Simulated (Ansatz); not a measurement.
The parent structure is MgO in the rock salt structure (space group Fm-3m, No. 225; a = 4.214 Å).

One thing is altered: the cell is scaled by 1.0250 in all directions; the atoms relax in the strained cell.

Computed with DFT with PBEsol, PAW potentials and a 420 eV plane-wave cutoff in Ansatz (a program for electronic structure), no spin-orbit coupling.

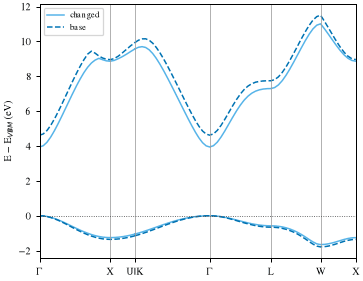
Figure. Highest valence and lowest conduction band along the path, each from its own valence-band maximum

Task: Read the changed gap and its character from the plot.

Result: About 3.9 eV, direct at Γ.

Whether these cells are dynamically stable was not tested.
